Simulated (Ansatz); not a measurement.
InAgTe$_{2}$ (chalcopyrite)

```
CELL_PARAMETERS angstrom
     -3.21554     3.21554     6.38368
      3.21554    -3.21554     6.38368
      3.21554     3.21554    -6.38368
ATOMIC_POSITIONS crystal
  Ag 0.75000 0.25000 0.50000
  Ag 0.00000 0.00000 0.00000
  In 0.25000 0.75000 0.50000
  In 0.50000 0.50000 0.00000
  Te 0.11626 0.12500 0.49126
  Te 0.63374 0.62500 0.50874
  Te 0.37500 0.88374 0.00874
  Te 0.87500 0.36626 0.99126
```

This relaxed cell (volume V₀) is scaled evenly in all directions, its shape held. The atoms relax within the cell's symmetry.

All values below come from PBEsol (plane waves to 420 eV, PAW, scalar-relativistic; Ansatz, a quantum-chemistry and plane-wave program). k mesh 7×7×7 (Γ-centred), Fermi-Dirac smearing 0.05 eV. Energies are smeared free energies. With the shape held, the modulus is that of even scaling; a crystal free to change shape is softer. InAgTe2 was relaxed with its symmetry unable to fall. Spin-orbit coupling is left out, though Te is heavy. The zero of ΔE is the relaxed starting cell.

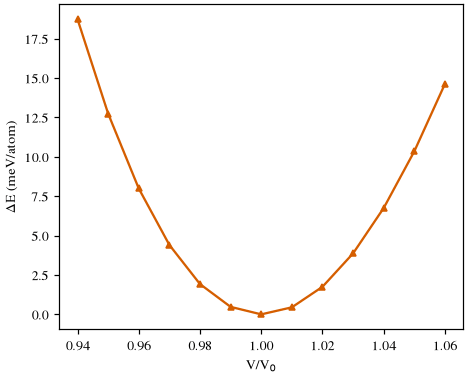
*ΔE (meV/atom) against V/V₀; computed points joined by lines.*

Q: What bulk modulus at fixed cell shape B₀ follows from a third-order Birch-Murnaghan fit?

A: About 44 GPa.

Q: What is ΔE at V/V₀ = 1.060?

A: About 15 meV/atom.

Q: What is ΔE at V/V₀ = 0.940?

A: About 19 meV/atom.

(A scan under strain: stresses follow from slopes of the energy per volume, elastic moduli from its curvatures.)
